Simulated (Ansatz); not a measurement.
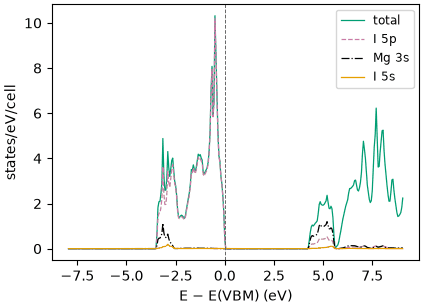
Total and projected density of states of MgI2 (CdI2 type, P-3m1), r²SCAN (plane waves, PAW; program Ansatz)

### Question
Which orbitals carry the states next to the gap?

### Answer
Top 1 eV of the valence band: I 5p 98 %. Bottom 1 eV of the conduction band: Mg 3s 52 %, I 5p 22 %, outside the projected shells 25 %. Projections are on Löwdin-orthogonalised atomic valence shells; empty p or d shells of many metals are not among them.

### Question
Where is the tallest occupied peak in this window, and what makes it?

### Answer
Near -0.5 eV, about 10 states/eV per cell; the largest projected share is I 5p.

The r²SCAN relaxation kept the symmetry of its start. A crystal of weakly bound layers computed without a dispersion correction: the cell and the soft elastic constants depend strongly on that. Spin–orbit coupling is left out wherever it is not named.

Potentials: the later of the program's two PAW sets.
